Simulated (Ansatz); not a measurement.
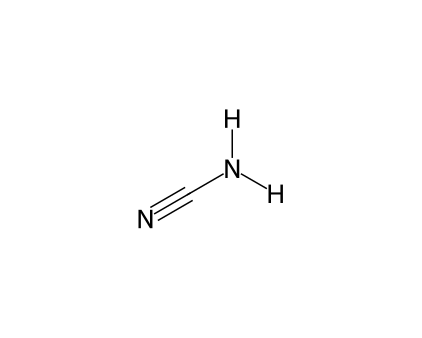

Computed geometry: PBE-D4/def2-SVP optimisation. No frequency run is at hand to confirm it as a minimum. Properties computed with RKS PBE-D4/def2-SVP (Ansatz 0.2.0).

### Estimate the dipole moment.

4.55 D.
